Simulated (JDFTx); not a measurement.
System: Rh(100) (Fm-3m bulk; lattice of mp-74, not re-optimised at this level), 1x1 cell of 4 atoms in 4 planes, area 7.24 Å² a face, 5.7 Å between the outermost planes in a cell 21.7 Å high; k mesh 8×8×1, Fermi width 0.01 Ha, no spin polarisation.

All numbers are PBE, GBRV ultrasoft potentials, plane waves to 20/100 Ha results from a modified build of JDFTx, not measurements. Liquid on both sides: SCCS (g09 parameters), water, 1 M KF; nuclei fixed. Potentials are on the SHE scale by the convention U = −μ/e − 4.44 V; references calibrated for a solvation model differ from this value.

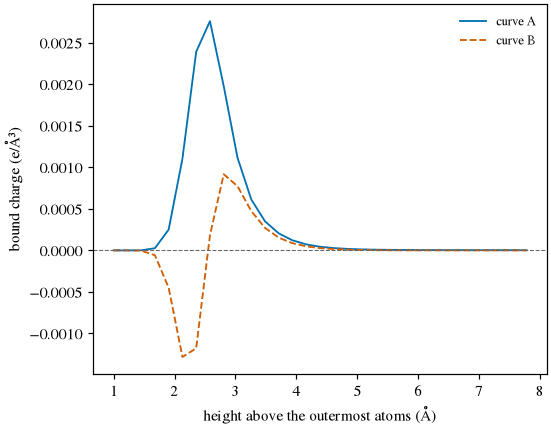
*Plane-averaged bound charge of the liquid for two states of the electrode*

One curve is the neutral slab. Which, and what is the sign of the other's charge?

Curve B is neutral (potential of zero charge, 0.48 V). Curve A is negatively charged, -4.0 μC/cm² at 0.10 V.
